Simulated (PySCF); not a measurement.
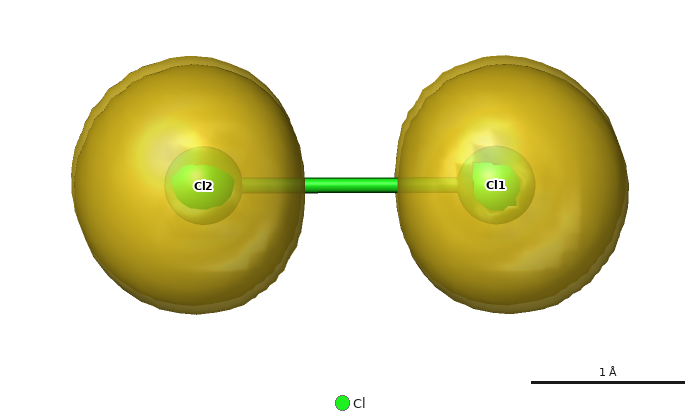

Cl$_{2}$ (charge +1, doublet). Isosurfaces of the spin density at +0.04 (yellow) and −0.04 e/Å³ (cyan), seen from one side.

Theory: PBE0/aug-pcseg-1, non-relativistic, at a bond length of 1.923 Å in PySCF.

Which atoms carry the spin?

Answer. The unpaired spin (1 electron) lies mostly on Cl1 (about 0.5) and Cl2 (about 0.5), in electrons by Hirshfeld's partition. Only one sign reaches the isovalue.
